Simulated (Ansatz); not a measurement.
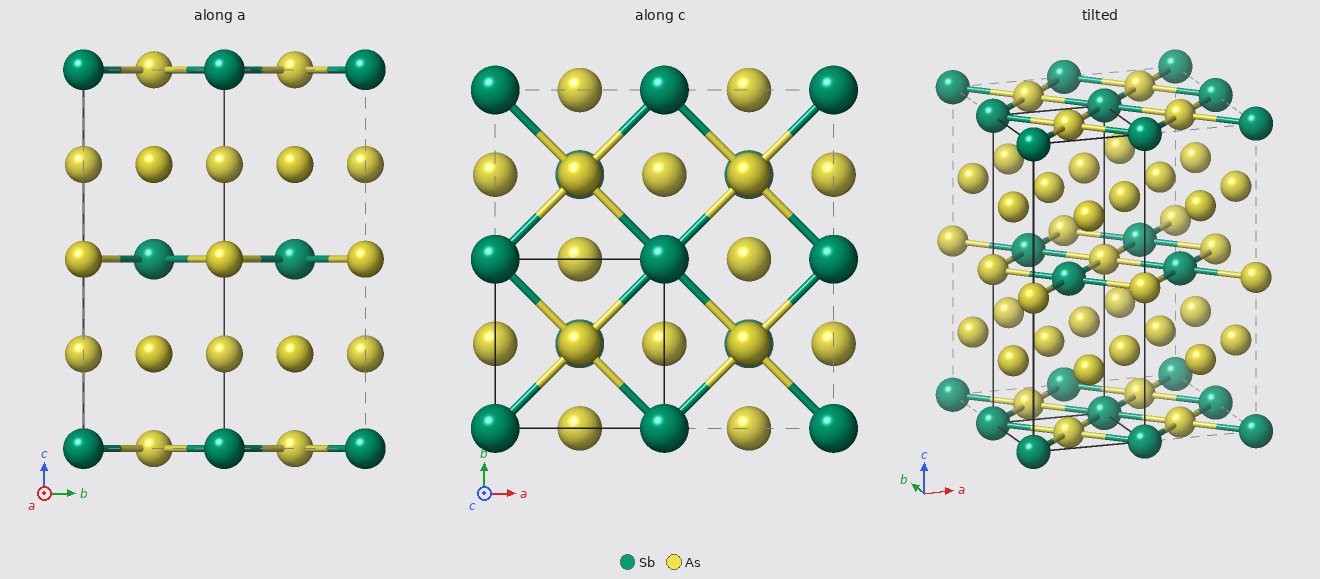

Drawn in the ball-and-stick manner and seen along the a axis, along the c axis and slightly off an axis. The drawing covers 2×2×1 cells, and the solid lines enclose one conventional unit cell. Cell: a = 4.026 Å, b = 4.026 Å, c = 10.824 Å, α = 90.00°, β = 90.00°, γ = 90.00°.

Composition: SbAs3. The atoms follow space group I4/mmm (No. 139); the Bravais lattice is body-centred tetragonal. Atoms per cell: 8 (2 Sb, 6 As). With all contacts inside bonding distance counted, the coordination numbers are Sb 4 and As 0 to 4 (mean 1.3).

Provenance: a textbook structure type filled with these elements (whether it is the usual form wasn't checked). What is shown is the relaxed result from Ansatz 0.2.0, DFT PBE, scalar-relativistic, plane waves, PAW.
